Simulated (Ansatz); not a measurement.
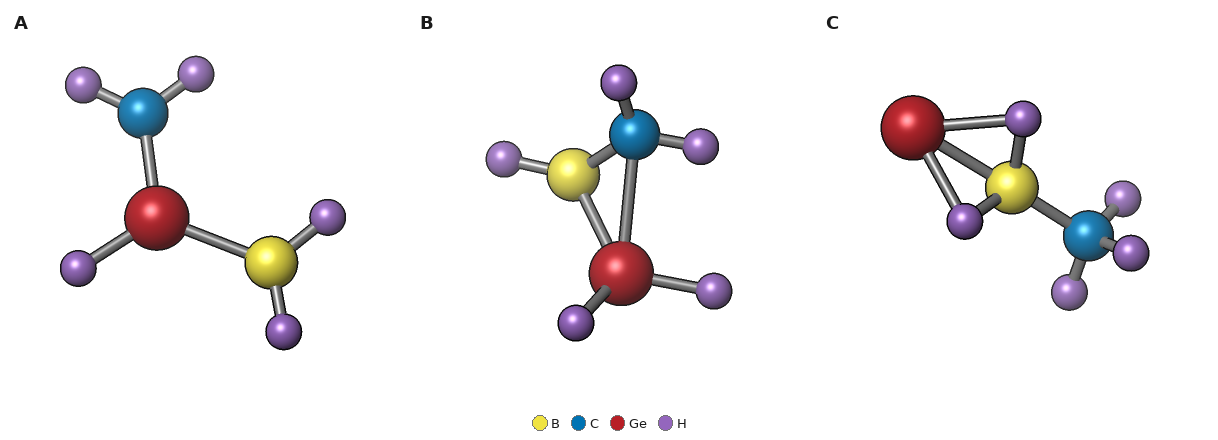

3 stationary structures of one formula. Geometries: PBE0-D4/def2-TZVP. Electronic energies: RHF-CCSD(T) (frozen core)/def2-TZVPP (Ansatz 0.2.0), without zero-point energy. No frequency run is at hand to confirm each as a minimum. Each is one conformer, not always the lowest.

Question: Rank them by energy, lowest first.

Answer: C is lowest (Cs); B lies 67.9 kJ/mol above it (C1), A lies 100.5 kJ/mol above it (Cs).
